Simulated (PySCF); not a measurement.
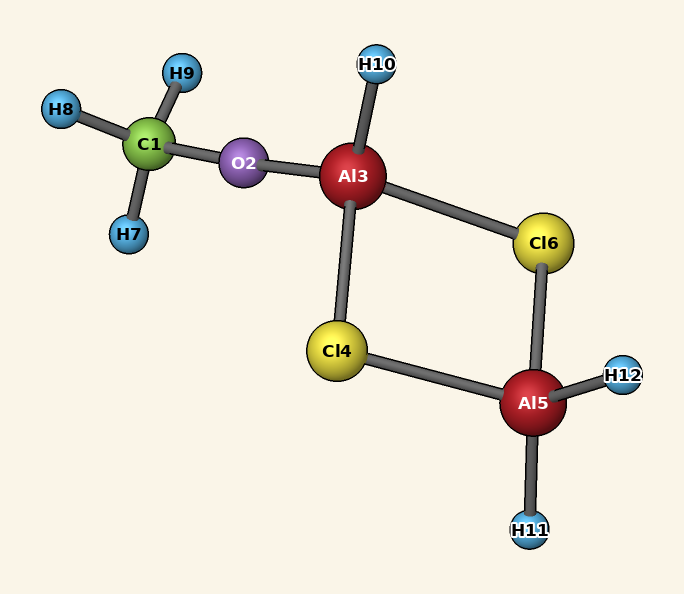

The questions are on isotropic NMR shieldings of the H atoms. Computed geometry: GFN2-xTB optimisation. No frequency run is at hand to confirm it as a minimum. Method: GIAO PBE0/pcSseg-1 NMR shielding, non-relativistic, gas phase (PySCF 2.14.0).

List the isotropic NMR shieldings of the H atoms.

| atom | σ (ppm) |
| --- | --- |
| H7 | 27.38 |
| H8 | 27.37 |
| H9 | 27.39 |
| H10 | 27.86 |
| H11 | 27.24 |
| H12 | 27.24 |

The geometry is semi-empirical. Around Al such bond lengths and angles can be off by a tenth of an ångström or more and by several degrees, and values that hang on the shape move with them.
